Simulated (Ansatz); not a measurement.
# Fields on a plane of CdTe (zinc blende)

```xyz
2
Lattice="0.0000 3.3093 3.3093 3.3093 0.0000 3.3093 3.3093 3.3093 0.0000" Properties=species:S:1:pos:R:3 pbc="T T T"
Te     4.9639     4.9639     4.9639
Cd     0.0000     0.0000     0.0000
```

The slice is a {110} plane (indices of the conventional cell) through the point (0.750, 0.750, 0.750) (fractional), spanned by u = [100] and v = [1 -1 -1] in vectors of this cell: u (4.68 Å) and v (6.62 Å, at 90° to u). It covers one period; positions are fractions (u, v).

Atoms on it: Te at (0.00, 0.00); Cd at (0.50, 0.75).

The numbers are results of PBE (plane waves to 420 eV, PAW, scalar-relativistic; Ansatz, a first-principles code), not measurements. k mesh 9×9×9. These are valence fields of a PAW run, semicore shells included where kept as valence: close to a nucleus they are smooth pseudo fields. CdTe was relaxed with its symmetry unable to fall. Spin-orbit coupling is left out, though Te is heavy. The PAW data are Ansatz's earlier set.

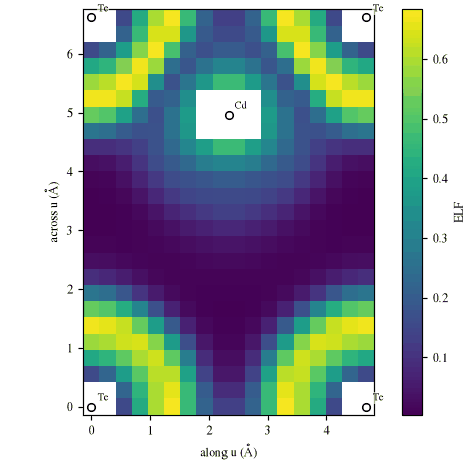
Electron localisation function (ELF), one period of the plane, atoms marked. Points within 0.5 Å of a nucleus are left white, as the pseudised field means little there.

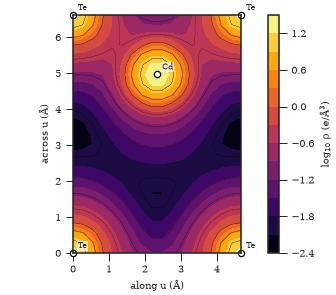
*Log₁₀ of the valence density in e/Å³, one period of the plane, atoms marked. The scale is logarithmic, as a density can span decades between atoms and voids.*

* **Density on the Te–Cd line (2.87 Å) at its density minimum, 1.5 Å from Te**: 0.31 e/Å³
* **ELF at that point**: 0.4
* **ELF maximum in the middle third of the Te–Cd line**: 0.68, 1.2 Å from Te
* **Character of the Te–Cd contact (rough rule: ELF there above 0.7 covalent, below 0.2 ionic, polar between)**: polar, between covalent and ionic
* **Element round which the density of the highest valence band (whole band, smooth part) is largest on this plane**: Te
